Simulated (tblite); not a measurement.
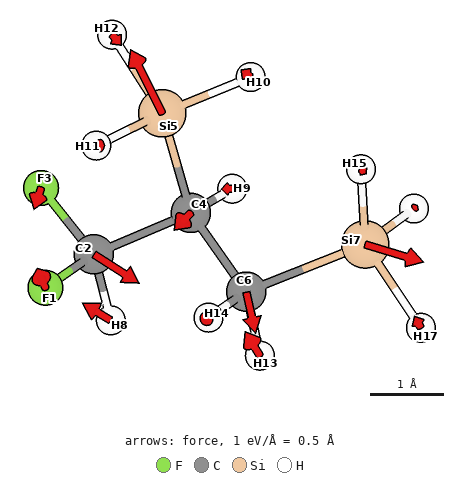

Starting geometry of C₃H₁₀F₂Si₂ with the computed forces as red arrows. A ball-and-stick model, seen at a tilt.

Computed with tblite 0.8.0, GFN2-xTB geometry optimisation, gas phase. 

> Is this structure relaxed? If not, where do the atoms go?

It isn't relaxed: the largest force vector, on a Si atom, is 2.25 eV/Å. The final displacements have little in common with the starting forces (cosine between the two patterns 0.25). After 120 geometry steps the energy has fallen by 48.4 kJ/mol. The atom that moves furthest after the best rigid fit is an H atom (0.64 Å). Largest moves by element: H 0.64 Å, F 0.29 Å, Si 0.18 Å, C 0.07 Å. Among the contacts that change: Si–Si 3.345 → 3.647 Å, C–Si 1.847 → 1.919 Å, C–Si 1.854 → 1.904 Å, C–H 1.130 → 1.096 Å. Among the angles between lasting bonds that change: C–C–H 106.0° → 114.3°, F–C–F 111.8° → 105.5°, F–C–H 113.2° → 107.0°. Groups turn about C–Si by about 20°.
